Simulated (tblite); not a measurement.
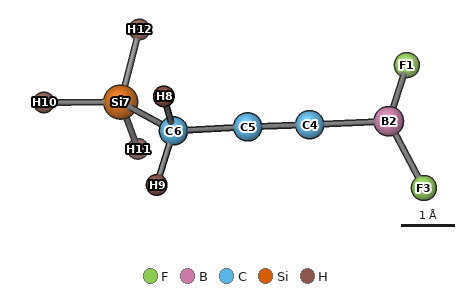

Figure 1. The starting structure (ball-and-stick view, seen at a tilt; atoms are numbered from 1 in the order of the input).

# Run report: C$_{3}$H$_{5}$BF$_{2}$Si, geometry relaxation

The run: geometry relaxation of C$_{3}$H$_{5}$BF$_{2}$Si. Method and program: GFN2-xTB geometry optimisation, gas phase (tblite 0.8.0).

It belongs to a series of runs on one base structure; here: H on C replaced by BF2.

## What the program printed
```
step      E/eV     max force
  0    -582.34481    3.762
  1    -582.84783    2.666
  2    -583.04717    4.376
  3    -583.21116    3.940
  4    -583.27837    1.122
  5    -583.31645    0.385
  6    -583.32881    0.208
  7    -583.33380    0.184
  8    -583.33647    0.189
  9    -583.33950    0.183
 10    -583.34225    0.155
 11    -583.34479    0.145
 12    -583.34683    0.122
 13    -583.34830    0.100
 14    -583.34938    0.083
 15    -583.35024    0.071
 16    -583.35090    0.090
 17    -583.35149    0.086
 18    -583.35208    0.068
 19    -583.35271    0.071
 20    -583.35342    0.071
 21    -583.35410    0.076
 22    -583.35464    0.074
 23    -583.35508    0.057
 24    -583.35551    0.061
 25    -583.35605    0.081
 26    -583.35671    0.079
 27    -583.35739    0.066
 28    -583.35801    0.064
 29    -583.35858    0.065
 30    -583.35905    0.060
 31    -583.35935    0.043
 32    -583.35958    0.041
 33    -583.35987    0.056
 34    -583.36031    0.091
 35    -583.36088    0.095
 36    -583.36138    0.055
 37    -583.36168    0.038
 38    -583.36191    0.045
 39    -583.36223    0.066
 40    -583.36269    0.072
 41    -583.36317    0.063
 42    -583.36352    0.068
 43    -583.36379    0.062
 44    -583.36408    0.063
 45    -583.36440    0.056
 46    -583.36465    0.035
 47    -583.36480    0.028
 48    -583.36491    0.032
 49    -583.36504    0.040
 50    -583.36524    0.054
 51    -583.36546    0.055
 52    -583.36566    0.061
 53    -583.36583    0.033
 54    -583.36597    0.034
 55    -583.36611    0.027
 56    -583.36632    0.047
 57    -583.36650    0.052
 58    -583.36674    0.042
 59    -583.36692    0.037
 60    -583.36709    0.039
 61    -583.36724    0.036
 62    -583.36741    0.028
 63    -583.36757    0.028
 64    -583.36768    0.025
 65    -583.36779    0.032
 66    -583.36792    0.034
 67    -583.36808    0.030
 68    -583.36825    0.057
 69    -583.36839    0.021
 70    -583.36847    0.017
 71    -583.36852    0.017
 72    -583.36856    0.016
 73    -583.36861    0.021
 74    -583.36870    0.029
 75    -583.36886    0.044
 76    -583.36904    0.042
 77    -583.36920    0.030
 78    -583.36931    0.023
 79    -583.36939    0.025
 80    -583.36949    0.036
 81    -583.36972    0.039
 82    -583.37001    0.051
 83    -583.37032    0.058
 84    -583.37069    0.054
 85    -583.37096    0.072
 86    -583.37097    0.143
 87    -583.37134    0.051
 88    -583.37155    0.034
 89    -583.37173    0.030
 90    -583.37208    0.034
 91    -583.37212    0.022
 92    -583.37216    0.020
 93    -583.37224    0.018
 94    -583.37232    0.022
 95    -583.37249    0.031
 96    -583.37261    0.022
 97    -583.37266    0.016
 98    -583.37267    0.008
```

## Trajectory as extended XYZ (Å, eV, eV/Å), 18 of the 99 frames kept, from step=0 to step=98
```
12
Properties=species:S:1:pos:R:3:forces:R:3 step=0 energy=-582.34481
F     2.9383    1.5454    1.8354    0.7950  -2.1090  -2.4390
B     2.9737    0.6813    0.6672   -1.1050   3.4900  -0.8680
F     3.7818    1.1655   -0.4386   -1.3160  -1.2890   2.8640
C     1.6067    0.0544    0.3044    0.6110  -0.5090   0.2160
C     0.5388   -0.4645    0.0271    0.2340  -0.3520  -0.2670
C    -0.7363   -1.0749   -0.3296    1.0670  -0.5770  -0.1050
Si   -2.0945    0.1247    0.1146   -1.3170   0.5940   0.6080
H    -0.8446   -2.0294    0.2254    0.1430   0.4900  -0.2850
H    -0.8159   -1.2978   -1.4133    0.4150   0.0590   0.5390
H    -3.4355   -0.4633   -0.1813    0.4850   0.1250  -0.0280
H    -1.8541    1.3499   -0.6285   -0.0510   0.1260  -0.1380
H    -2.0571    0.4079    1.5559    0.0380  -0.0470  -0.0970
12
Properties=species:S:1:pos:R:3:forces:R:3 step=6 energy=-583.32881
F     3.0090    1.4558    1.7504    0.0910   0.0250   0.1850
B     2.8311    0.8424    0.5964   -0.1120   0.0230  -0.0320
F     3.7562    1.1061   -0.3058    0.1430  -0.0150  -0.0890
C     1.6170    0.0120    0.3057   -0.1160   0.0590  -0.0890
C     0.5610   -0.4950    0.0048   -0.0780  -0.1070  -0.0640
C    -0.7071   -1.0698   -0.3203   -0.1740  -0.0670  -0.0120
Si   -2.1243    0.1477    0.1365    0.0860   0.0290   0.0370
H    -0.8307   -2.0102    0.2172    0.0150  -0.0100   0.0650
H    -0.7728   -1.2953   -1.3868    0.1610   0.0050  -0.0070
H    -3.4164   -0.4628   -0.1907    0.0840  -0.0170  -0.0610
H    -1.8660    1.3591   -0.6372   -0.0970   0.0470  -0.0190
H    -2.0560    0.4094    1.5684   -0.0040   0.0270   0.0870
12
Properties=species:S:1:pos:R:3:forces:R:3 step=12 energy=-583.34683
F     3.0250    1.4364    1.7623    0.0110  -0.0670  -0.0030
B     2.8206    0.8531    0.5919   -0.0410   0.0210  -0.0340
F     3.7652    1.0935   -0.3024    0.0200  -0.0190   0.0120
C     1.5869    0.0526    0.2797   -0.0170   0.0480   0.0090
C     0.5509   -0.5062   -0.0003   -0.0060   0.0410   0.0270
C    -0.7172   -1.0865   -0.3214    0.0540   0.0620   0.0310
Si   -2.1123    0.1593    0.1488    0.0730  -0.0570  -0.0480
H    -0.8388   -2.0204    0.2328   -0.0150   0.0540  -0.0670
H    -0.7408   -1.3062   -1.3923   -0.0580  -0.0580   0.0900
H    -3.3853   -0.4671   -0.2092   -0.0170  -0.0320  -0.0130
H    -1.8977    1.3732   -0.6383   -0.0200   0.0050   0.0370
H    -2.0553    0.4176    1.5871    0.0150   0.0020  -0.0410
12
Properties=species:S:1:pos:R:3:forces:R:3 step=17 energy=-583.35149
F     3.0334    1.4131    1.7694    0.0350  -0.0200  -0.0090
B     2.8176    0.8618    0.5857    0.0230  -0.0040   0.0130
F     3.7734    1.0846   -0.3013   -0.0020   0.0070   0.0220
C     1.5733    0.0839    0.2714    0.0130   0.0160  -0.0050
C     0.5476   -0.4979    0.0036   -0.0030   0.0300  -0.0230
C    -0.7143   -1.0844   -0.3174    0.0100  -0.0180  -0.0050
Si   -2.1049    0.1555    0.1442   -0.0800   0.0300  -0.0050
H    -0.8448   -2.0165    0.2314    0.0160  -0.0160   0.0720
H    -0.7431   -1.3235   -1.3809   -0.0120   0.0060  -0.0420
H    -3.3736   -0.4770   -0.2186   -0.0250  -0.0350  -0.0050
H    -1.9134    1.3799   -0.6292    0.0130   0.0140  -0.0010
H    -2.0501    0.4197    1.5805    0.0120  -0.0100  -0.0130
12
Properties=species:S:1:pos:R:3:forces:R:3 step=23 energy=-583.35508
F     3.0605    1.3839    1.7787    0.0000  -0.0170   0.0270
B     2.8229    0.8636    0.5858    0.0130  -0.0110   0.0050
F     3.7848    1.0822   -0.2951   -0.0030   0.0000  -0.0270
C     1.5631    0.1133    0.2612    0.0030  -0.0070  -0.0050
C     0.5409   -0.4757   -0.0066    0.0020   0.0060  -0.0150
C    -0.7157   -1.0825   -0.3152   -0.0310   0.0340  -0.0040
Si   -2.1209    0.1530    0.1322   -0.0020  -0.0060   0.0150
H    -0.8361   -2.0047    0.2569    0.0330   0.0450  -0.0020
H    -0.7519   -1.3367   -1.3763    0.0200  -0.0130   0.0180
H    -3.3818   -0.5034   -0.2287    0.0300   0.0320   0.0090
H    -1.9216    1.3906   -0.6226   -0.0270  -0.0490  -0.0110
H    -2.0430    0.4157    1.5684   -0.0380  -0.0130  -0.0100
12
Properties=species:S:1:pos:R:3:forces:R:3 step=29 energy=-583.35858
F     3.0919    1.3340    1.7955    0.0080  -0.0230   0.0000
B     2.8345    0.8572    0.5884    0.0060   0.0140  -0.0160
F     3.7907    1.0803   -0.2974    0.0300   0.0180  -0.0060
C     1.5600    0.1414    0.2484    0.0090  -0.0080   0.0150
C     0.5362   -0.4402   -0.0274    0.0050   0.0030   0.0120
C    -0.7158   -1.0644   -0.3154    0.0250  -0.0210   0.0100
Si   -2.1374    0.1491    0.1284    0.0500  -0.0280  -0.0170
H    -0.8079   -1.9674    0.2904   -0.0090  -0.0150  -0.0110
H    -0.7510   -1.3575   -1.3662   -0.0140   0.0200   0.0170
H    -3.3856   -0.5172   -0.2370   -0.0550  -0.0200  -0.0080
H    -1.9499    1.3793   -0.6319   -0.0190   0.0460  -0.0420
H    -2.0645    0.4046    1.5628   -0.0350   0.0120   0.0470
12
Properties=species:S:1:pos:R:3:forces:R:3 step=35 energy=-583.36088
F     3.1193    1.2938    1.8036    0.0120  -0.0180  -0.0250
B     2.8505    0.8548    0.5838    0.0110   0.0100   0.0110
F     3.8062    1.0935   -0.2996   -0.0310   0.0010   0.0140
C     1.5661    0.1541    0.2441    0.0340   0.0020  -0.0250
C     0.5399   -0.4235   -0.0322    0.0070  -0.0040   0.0360
C    -0.7113   -1.0566   -0.3068    0.0240   0.0090   0.0060
Si   -2.1457    0.1450    0.1224   -0.0770   0.0510   0.0240
H    -0.7919   -1.9560    0.3050   -0.0180  -0.0220   0.0110
H    -0.7542   -1.3580   -1.3535    0.0080   0.0060  -0.0330
H    -3.3980   -0.5268   -0.2400    0.0420  -0.0020  -0.0030
H    -1.9792    1.3772   -0.6507   -0.0060  -0.0480   0.0300
H    -2.1005    0.4018    1.5626   -0.0060   0.0140  -0.0470
12
Properties=species:S:1:pos:R:3:forces:R:3 step=40 energy=-583.36269
F     3.1486    1.2556    1.8084   -0.0040  -0.0030   0.0260
B     2.8642    0.8533    0.5807   -0.0020  -0.0220  -0.0170
F     3.8146    1.1083   -0.3019    0.0120   0.0190  -0.0360
C     1.5765    0.1645    0.2300   -0.0250  -0.0240   0.0240
C     0.5437   -0.4137   -0.0210   -0.0120   0.0040  -0.0070
C    -0.7075   -1.0485   -0.2962   -0.0360   0.0070   0.0030
Si   -2.1608    0.1443    0.1205    0.0450  -0.0550  -0.0110
H    -0.7886   -1.9505    0.3152   -0.0090   0.0350  -0.0140
H    -0.7510   -1.3509   -1.3451    0.0280   0.0260   0.0320
H    -3.3992   -0.5423   -0.2478   -0.0130  -0.0390  -0.0170
H    -2.0064    1.3685   -0.6591    0.0130   0.0260  -0.0130
H    -2.1329    0.4106    1.5552    0.0040   0.0250   0.0300
12
Properties=species:S:1:pos:R:3:forces:R:3 step=46 energy=-583.36465
F     3.1787    1.2088    1.8118    0.0170  -0.0130  -0.0280
B     2.8815    0.8433    0.5740   -0.0050   0.0140   0.0230
F     3.8178    1.1330   -0.3143   -0.0340  -0.0050   0.0050
C     1.5867    0.1637    0.2295    0.0080   0.0020   0.0100
C     0.5429   -0.3990   -0.0091    0.0010  -0.0010   0.0210
C    -0.7081   -1.0334   -0.2835    0.0160  -0.0010  -0.0070
Si   -2.1774    0.1378    0.1180   -0.0050   0.0270  -0.0070
H    -0.7897   -1.9353    0.3256    0.0040  -0.0060   0.0050
H    -0.7370   -1.3326   -1.3324   -0.0170  -0.0090  -0.0160
H    -3.3996   -0.5767   -0.2618    0.0230  -0.0020   0.0090
H    -2.0283    1.3599   -0.6692   -0.0060   0.0030  -0.0050
H    -2.1662    0.4298    1.5502   -0.0010  -0.0070  -0.0100
12
Properties=species:S:1:pos:R:3:forces:R:3 step=52 energy=-583.36566
F     3.2273    1.1499    1.8148    0.0280   0.0140   0.0520
B     2.8930    0.8379    0.5741   -0.0010  -0.0080  -0.0190
F     3.8082    1.1533   -0.3266   -0.0130   0.0090  -0.0210
C     1.5884    0.1768    0.2360   -0.0050   0.0030   0.0130
C     0.5411   -0.3814    0.0028    0.0090  -0.0030  -0.0250
C    -0.7061   -1.0198   -0.2744    0.0050  -0.0060   0.0040
Si   -2.1884    0.1402    0.1087   -0.0100   0.0030   0.0060
H    -0.7826   -1.9170    0.3424   -0.0210  -0.0150   0.0000
H    -0.7337   -1.3274   -1.3214    0.0090  -0.0010  -0.0020
H    -3.3868   -0.6119   -0.2709   -0.0120   0.0120  -0.0030
H    -2.0602    1.3600   -0.6862    0.0000  -0.0120   0.0000
H    -2.1991    0.4387    1.5393    0.0100   0.0050  -0.0060
12
Properties=species:S:1:pos:R:3:forces:R:3 step=58 energy=-583.36674
F     3.2476    1.1552    1.8172    0.0030  -0.0130  -0.0400
B     2.8905    0.8383    0.5822    0.0140   0.0060   0.0080
F     3.7793    1.1652   -0.3416    0.0020   0.0170   0.0180
C     1.5881    0.1654    0.2593   -0.0150   0.0000   0.0170
C     0.5452   -0.3933    0.0077   -0.0170  -0.0100   0.0220
C    -0.7050   -1.0233   -0.2753   -0.0220  -0.0030  -0.0100
Si   -2.1844    0.1441    0.1073    0.0160  -0.0340  -0.0040
H    -0.7975   -1.9262    0.3324    0.0170   0.0190  -0.0050
H    -0.7310   -1.3214   -1.3252    0.0050  -0.0070  -0.0010
H    -3.3820   -0.6113   -0.2688   -0.0160   0.0170  -0.0020
H    -2.0562    1.3594   -0.6929    0.0020   0.0000  -0.0060
H    -2.1932    0.4471    1.5363    0.0100   0.0070   0.0030
12
Properties=species:S:1:pos:R:3:forces:R:3 step=63 energy=-583.36757
F     3.3047    1.1100    1.8151   -0.0080  -0.0130   0.0230
B     2.8999    0.8338    0.5866   -0.0160  -0.0020  -0.0100
F     3.7552    1.1975   -0.3548   -0.0070   0.0050  -0.0170
C     1.5870    0.1684    0.2848    0.0030   0.0020  -0.0130
C     0.5447   -0.3866    0.0214   -0.0070   0.0170   0.0070
C    -0.7043   -1.0159   -0.2712    0.0110  -0.0090   0.0110
Si   -2.1936    0.1400    0.0995   -0.0060   0.0170  -0.0050
H    -0.7970   -1.9159    0.3390    0.0030  -0.0240   0.0070
H    -0.7232   -1.3184   -1.3201    0.0150   0.0060   0.0020
H    -3.3859   -0.6251   -0.2759   -0.0040   0.0140   0.0070
H    -2.0767    1.3503   -0.7112    0.0070  -0.0070  -0.0020
H    -2.2097    0.4612    1.5254    0.0110  -0.0080  -0.0110
12
Properties=species:S:1:pos:R:3:forces:R:3 step=69 energy=-583.36839
F     3.3110    1.1003    1.8155   -0.0080  -0.0110  -0.0160
B     2.8923    0.8371    0.5881    0.0100   0.0040   0.0030
F     3.7345    1.2104   -0.3622   -0.0100   0.0100   0.0150
C     1.5797    0.1700    0.2932   -0.0010   0.0090  -0.0040
C     0.5381   -0.3870    0.0323    0.0090  -0.0180   0.0030
C    -0.7045   -1.0246   -0.2689   -0.0020   0.0050  -0.0030
Si   -2.1897    0.1394    0.0952   -0.0040   0.0070   0.0050
H    -0.7975   -1.9290    0.3355   -0.0020   0.0090   0.0020
H    -0.7103   -1.3198   -1.3197   -0.0080  -0.0060  -0.0040
H    -3.3951   -0.6072   -0.2726    0.0010  -0.0070   0.0040
H    -2.0676    1.3473   -0.7177    0.0150  -0.0010  -0.0090
H    -2.1898    0.4624    1.5200   -0.0020   0.0000   0.0050
12
Properties=species:S:1:pos:R:3:forces:R:3 step=75 energy=-583.36886
F     3.3566    1.0426    1.8117    0.0080   0.0000   0.0250
B     2.8965    0.8354    0.5895   -0.0130  -0.0020  -0.0010
F     3.7037    1.2538   -0.3712    0.0190   0.0230  -0.0110
C     1.5769    0.1783    0.3072   -0.0070  -0.0190  -0.0070
C     0.5384   -0.3856    0.0490   -0.0140   0.0120  -0.0230
C    -0.7030   -1.0206   -0.2608   -0.0210  -0.0070   0.0030
Si   -2.1960    0.1415    0.0878    0.0290  -0.0330  -0.0040
H    -0.8017   -1.9243    0.3439   -0.0060   0.0060  -0.0050
H    -0.7007   -1.3160   -1.3123   -0.0080  -0.0030   0.0180
H    -3.3958   -0.6183   -0.2735    0.0080   0.0040   0.0020
H    -2.0723    1.3369   -0.7424    0.0070   0.0090  -0.0030
H    -2.2015    0.4754    1.5099   -0.0020   0.0110   0.0050
12
Properties=species:S:1:pos:R:3:forces:R:3 step=81 energy=-583.36972
F     3.3535    1.0220    1.8152   -0.0230  -0.0110  -0.0300
B     2.8923    0.8388    0.5879    0.0180   0.0030   0.0060
F     3.6996    1.2831   -0.3628   -0.0290   0.0000   0.0210
C     1.5756    0.1774    0.2949    0.0050   0.0010  -0.0040
C     0.5354   -0.3848    0.0388    0.0220  -0.0170   0.0080
C    -0.7061   -1.0260   -0.2595    0.0220  -0.0010  -0.0030
Si   -2.1900    0.1413    0.0880   -0.0190   0.0310   0.0040
H    -0.8044   -1.9249    0.3512    0.0170  -0.0050   0.0090
H    -0.7099   -1.3278   -1.3081   -0.0050  -0.0130  -0.0110
H    -3.3955   -0.6112   -0.2667   -0.0030  -0.0010  -0.0090
H    -2.0517    1.3312   -0.7496   -0.0090  -0.0010   0.0130
H    -2.1977    0.4802    1.5095    0.0060   0.0130  -0.0050
12
Properties=species:S:1:pos:R:3:forces:R:3 step=86 energy=-583.37097
F     3.4061    0.9041    1.7993    0.0110  -0.0100   0.0840
B     2.8767    0.8439    0.5901   -0.0720  -0.0420   0.0200
F     3.6030    1.4310   -0.3428    0.0680   0.0660  -0.1070
C     1.5690    0.1677    0.2968   -0.0080  -0.0260   0.0090
C     0.5348   -0.4086    0.0481    0.0010   0.0030  -0.0290
C    -0.7084   -1.0466   -0.2484   -0.0110  -0.0110   0.0070
Si   -2.1769    0.1535    0.0801    0.0370  -0.0590  -0.0140
H    -0.8107   -1.9417    0.3672   -0.0160   0.0130   0.0300
H    -0.7146   -1.3608   -1.2945    0.0010   0.0290   0.0120
H    -3.3937   -0.5909   -0.2565    0.0090   0.0160   0.0000
H    -2.0063    1.3129   -0.7920   -0.0270   0.0210   0.0070
H    -2.1779    0.5348    1.4914    0.0080  -0.0020  -0.0200
12
Properties=species:S:1:pos:R:3:forces:R:3 step=92 energy=-583.37216
F     3.4181    0.8663    1.7964    0.0060   0.0030   0.0110
B     2.8766    0.8432    0.5897    0.0000  -0.0010  -0.0100
F     3.5868    1.4698   -0.3343    0.0020   0.0070   0.0020
C     1.5717    0.1637    0.2926    0.0070  -0.0090  -0.0060
C     0.5375   -0.4105    0.0398   -0.0010   0.0020   0.0070
C    -0.7072   -1.0503   -0.2435   -0.0030   0.0050   0.0000
Si   -2.1732    0.1516    0.0752   -0.0040   0.0080  -0.0040
H    -0.8075   -1.9374    0.3843   -0.0140   0.0060   0.0000
H    -0.7206   -1.3691   -1.2873    0.0050  -0.0110   0.0030
H    -3.3908   -0.5909   -0.2592    0.0010   0.0000  -0.0010
H    -2.0116    1.3133   -0.7961   -0.0100   0.0040  -0.0070
H    -2.1786    0.5497    1.4810    0.0120  -0.0150   0.0050
12
Properties=species:S:1:pos:R:3:forces:R:3 step=98 energy=-583.37267
F     3.4265    0.8457    1.7926    0.0010   0.0010  -0.0010
B     2.8763    0.8430    0.5892    0.0030   0.0010  -0.0030
F     3.5706    1.5024   -0.3242   -0.0040  -0.0030   0.0060
C     1.5768    0.1546    0.2876    0.0010   0.0010   0.0000
C     0.5393   -0.4161    0.0402   -0.0010   0.0020  -0.0010
C    -0.7083   -1.0517   -0.2415    0.0010  -0.0010   0.0000
Si   -2.1711    0.1563    0.0694    0.0000   0.0000   0.0000
H    -0.8175   -1.9315    0.3950   -0.0010  -0.0010   0.0000
H    -0.7194   -1.3825   -1.2816    0.0010   0.0010  -0.0010
H    -3.3903   -0.5861   -0.2599    0.0010   0.0000   0.0020
H    -2.0178    1.3168   -0.8052    0.0010  -0.0010   0.0000
H    -2.1638    0.5482    1.4771   -0.0020   0.0010  -0.0020
```

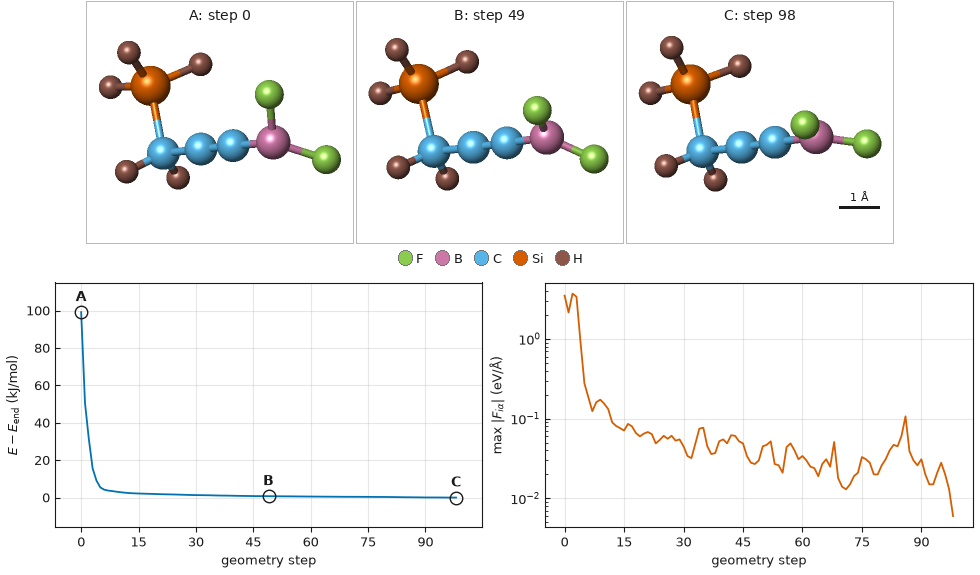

Figure 2. Frames of the relaxation (ball-and-stick view, seen at a tilt) above the curves, on which the letters mark them (steps are counted from 0).

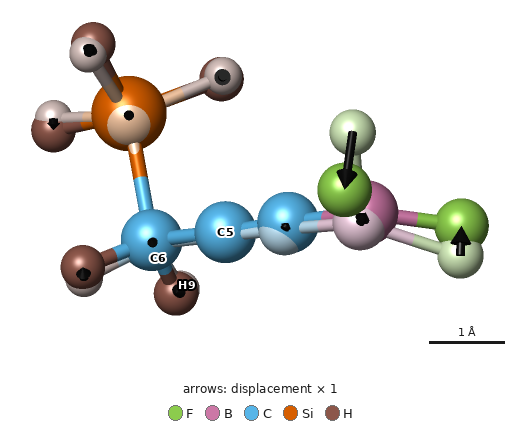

Figure 3. Start (faint) and end (solid) with the displacements as black arrows, at true length (ball-and-stick view, seen at a tilt). The two geometries are laid on each other by the best rigid fit. After 98 geometry steps the energy has fallen by 99.2 kJ/mol. Largest force component: 3.5 eV/Å at the start, 0.006 eV/Å at the end. The atom that moves furthest after the best rigid fit is F1 (0.85 Å). By element the largest moves are F 0.85 Å, H 0.25 Å, B 0.20 Å, C 0.10 Å, Si 0.10 Å. Among the contacts that change: B2–F3 1.453 → 1.323 Å, C6–Si7 1.866 → 1.922 Å, B2–C4 1.547 → 1.501 Å, C5–C6 1.458 → 1.428 Å. Among the angles that change: F1–B2–C4 114.1° → 122.9°, F3–B2–C4 116.6° → 123.0°, C6–Si7–H10 110.7° → 106.2°. (Atoms are counted from 1 in the order of the input.)

The run was set up as follows.

## The input
```
{"job": {"kind": "relax", "xc": "GFN2-xTB", "basis": "xTB"}, "charge": 0, "multiplicity": 1}
F      2.938300     1.545400     1.835400
B      2.973700     0.681300     0.667200
F      3.781800     1.165500    -0.438600
C      1.606700     0.054400     0.304400
C      0.538800    -0.464500     0.027100
C     -0.736300    -1.074900    -0.329600
Si    -2.094500     0.124700     0.114600
H     -0.844600    -2.029400     0.225400
H     -0.815900    -1.297800    -1.413300
H     -3.435500    -0.463300    -0.181300
H     -1.854100     1.349900    -0.628500
H     -2.057100     0.407900     1.555900
```

The first line tells a small driver script what to run in tblite; the rest is the geometry in Å.

Run as:
```bash
OMP_NUM_THREADS=1 python <driver script> task.json out
```

## Key numbers

```csv
quantity,value
outcome,converged
total energy,−583.3727 eV
hardware,"1 CPU thread, shared host"
wall time,2.9 s
peak memory,0.18 GiB
```
